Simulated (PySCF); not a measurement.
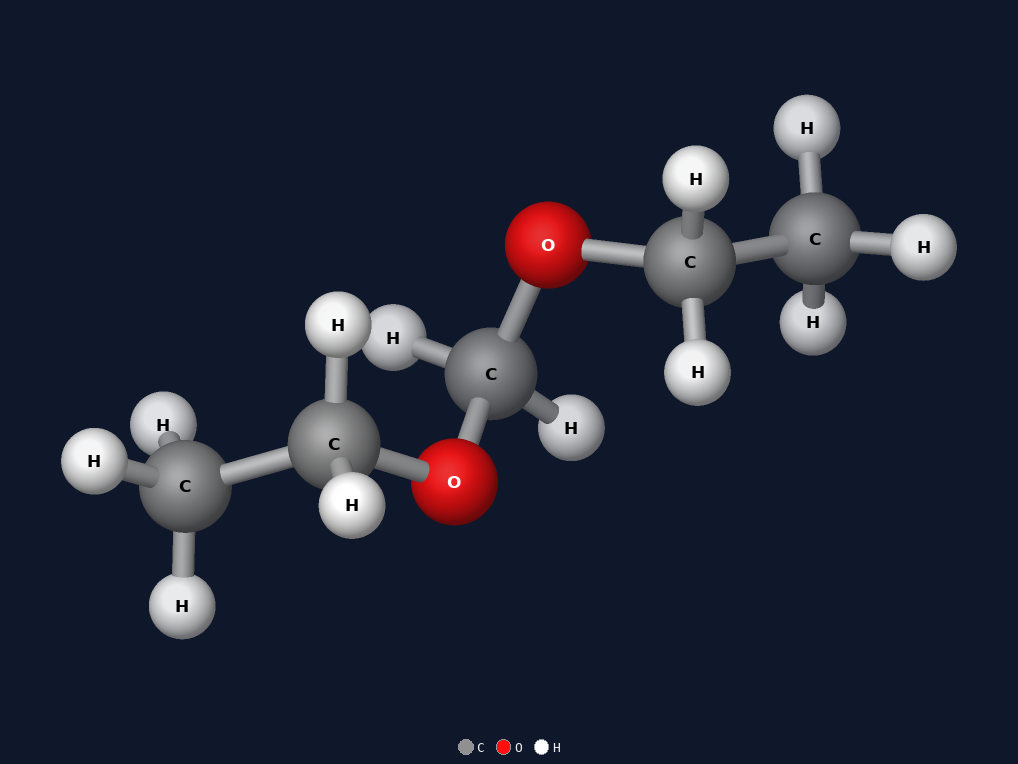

The picture shows a molecular structure as a ball-and-stick model.

**Give the formula.**

C5H12O2, 19 atoms: 5 carbon, 12 hydrogen and 2 oxygen.

**Name functional groups in it.**

Among them: ether.

**Write the SMILES.**

CCOCOCC

**Count the bonded pairs by element.**

12 C–H, 4 C–O, 2 C–C.

**Does it have rings?**

It has no ring.

More results for the same structure follow; atom numbers are the same in all pictures, views and colours differ. Computed geometry: PBE0-D3(BJ)/def2-SVP optimisation. No frequency run is at hand to confirm it as a minimum.

**NMR shielding**

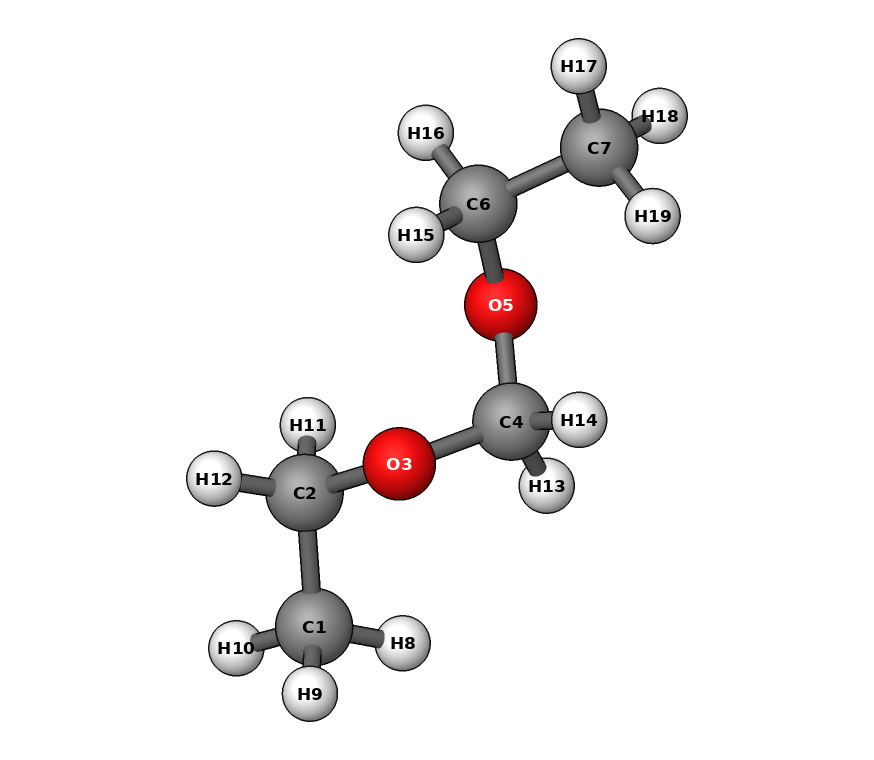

No frequency run is at hand to confirm it as a minimum. Method: GIAO PBE0/pcSseg-1 NMR shielding, non-relativistic, IEF-PCM methanol (PySCF 2.14.0). Principal shieldings σ11 ≤ σ22 ≤ σ33, span Ω = σ33 − σ11, skew κ = 3(σiso − σ22)/Ω.

**Which C atom has the most anisotropic shielding?**

C2, C6, with a span of 79 ppm.

Give the shielding tensors of the C atoms.

```tsv
atom	σ11	σ22	σ33	σiso	Ω	κ
C1	151.3	176.3	186.1	171.2	34.8	−0.44
C2, C6	91.7	114.3	170.2	125.4	78.6	0.42
C4	70.8	100.8	121.7	97.8	50.9	−0.18
C7	151.2	176.0	186.0	171.0	34.8	−0.42
```

Shieldings and span in ppm.

**Excitation**

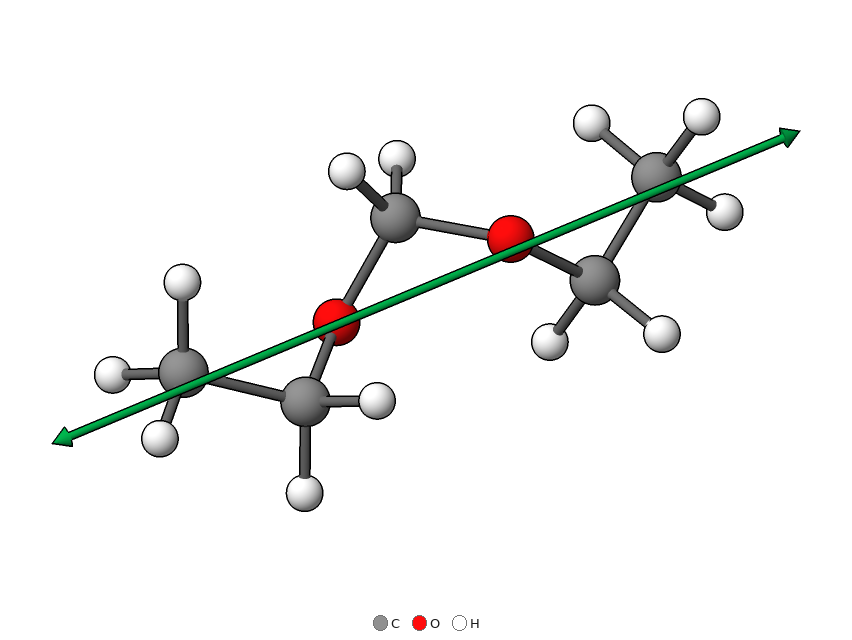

The double arrow shows the direction of the transition dipole to excited singlet state 1 (its length means nothing). No frequency run is at hand to confirm it as a minimum. Method: TDDFT PBE0/def2-SVPD, vertical, gas phase, core orbitals frozen in the response (PySCF 2.14.0).

**Give its energy, strength and character.**

7.37 eV (168 nm), oscillator strength 0.029, mainly HOMO → LUMO (weight 0.96); transition dipole 1.02 D.

**Charges**

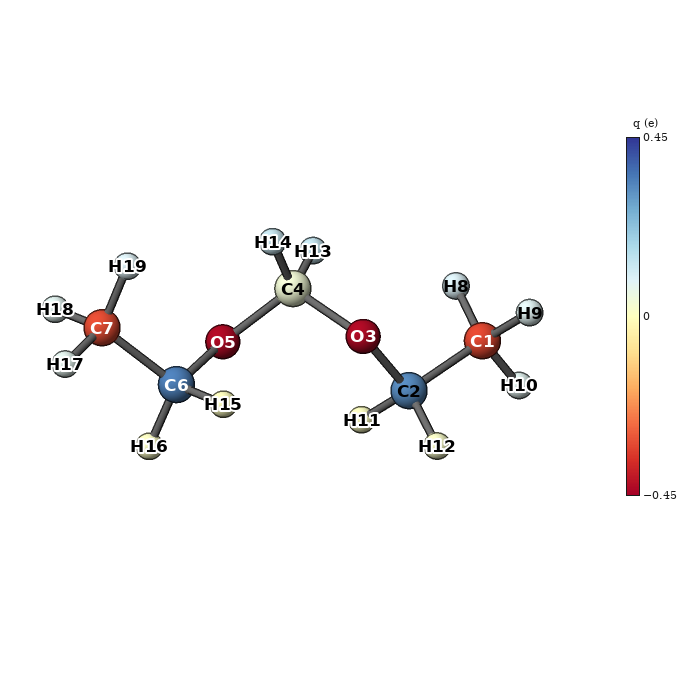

Atoms are coloured by their ESP-fitted charges. No frequency run is at hand to confirm it as a minimum. Level of theory: PBE0/pcSseg-1 in chloroform (IEF-PCM) (PySCF 2.14.0).

Give the ESP-fitted charges atom by atom.

```
atom  value (e)
  C1      −0.32
  C2       0.32
  O3      −0.43
  C4       0.04
  O5      −0.43
  C6       0.34
  C7      −0.31
  H8       0.09
  H9       0.08
 H10       0.08
 H11       0.01
 H12       0.01
 H13       0.13
 H14       0.13
 H15       0.00
 H16       0.01
 H17       0.08
 H18       0.08
 H19       0.09
```
